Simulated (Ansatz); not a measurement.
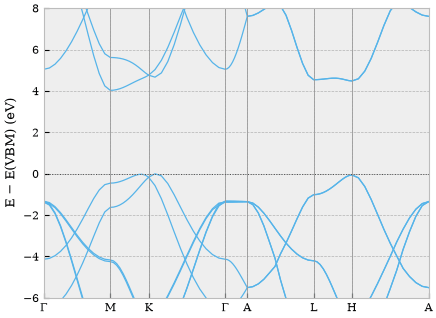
Band structure from LDA in the plane-wave PAW code Ansatz

Read off the gap and where the band edges lie.

About 4.0 eV (4.03 eV by a search for the band edges); maximum on the K–Γ line, 10 % of the way from K, minimum at M.

The material is BN in space group P6_3/mmc (No. 194; B on 2c, N on 2d).

The cell was relaxed with LDA under the symmetry of its start; phonons on a q-mesh show no instability. A crystal of weakly bound layers computed without a dispersion correction: the cell and the soft elastic constants depend strongly on that.

Potentials: the later of the program's two PAW sets.
